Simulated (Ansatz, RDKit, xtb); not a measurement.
# Isomers of BSi2NH8S, a sample narrowed down

A sample of isomers of BSi2NH8S is drawn. Aim: find which of them has the lowest free energy at 298.15 K, then its properties. The sample is small against all isomers, and the most stable one of this formula need not be in it.

Plan: many cheap relaxations first (GFN2-xTB), then density-functional screening, relaxation at r2SCAN-D4/def2-SVP, vibrations (at GFN2-xTB) and a final energy. The numbers are computed, not measured.

## 1. Candidates

Isomers were taken from a list of plausible structures; this is a sample, not all of them. That gives 4 candidates.

| label | SMILES | spin |
| --- | --- | --- |
| c482 | B[SiH2]N[SiH2]S | singlet |
| c486 | B[SiH2]N([SiH3])S | singlet |
| c493 | BN([SiH3])[SiH2]S | singlet |
| c927 | B[Si@@H](S)N[SiH3] | singlet |

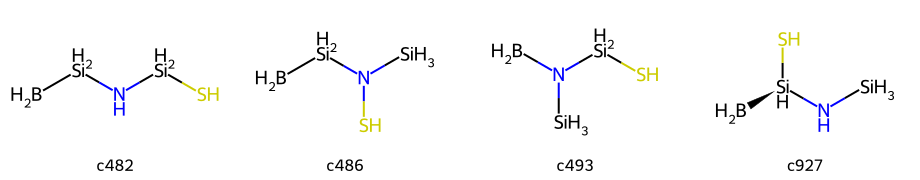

Structural formulas of the candidates.

Candidates are built by distance geometry, with a force field where one applies, in up to four conformers (letters a to d).

Q: Predict the outcome of this search (final energies at CCSD(T)/def2-SVP + MP2/def2-TZVPP - MP2/def2-SVP).

| quantity | value |
| --- | --- |
| lowest structure found | BN([SiH3])[SiH2]S, singlet |
| next finalist | [SiH3]N[Si@H]1[BH2-][SH+]1, singlet, 31.0 kcal/mol higher in G |
| share at equilibrium, among the finalists | 100.0 % |

The lowest structure found is `BN([SiH3])[SiH2]S`. Among the finalists first place is clear (31.0 kcal/mol); structures outside the list aren't covered. GFN2-xTB, HF/STO-3G, r2SCAN-D4/def2-SVP, r2SCAN-D4/def2-SVP, relaxed, HF/def2-SVP and MP2/def2-SVP already put its bonding pattern lowest among the structures in one piece. 5 minima inside the window were never screened. The search is not exhaustive (a finite list of starts, one conformer a finalist), so a lower isomer can't be ruled out. Only 4 drawn patterns were tried, so whole families of isomers are missing, and the result ranks this sample alone. The lowest isomer need not be the one that is made and kept in a bottle, which depends on barriers.
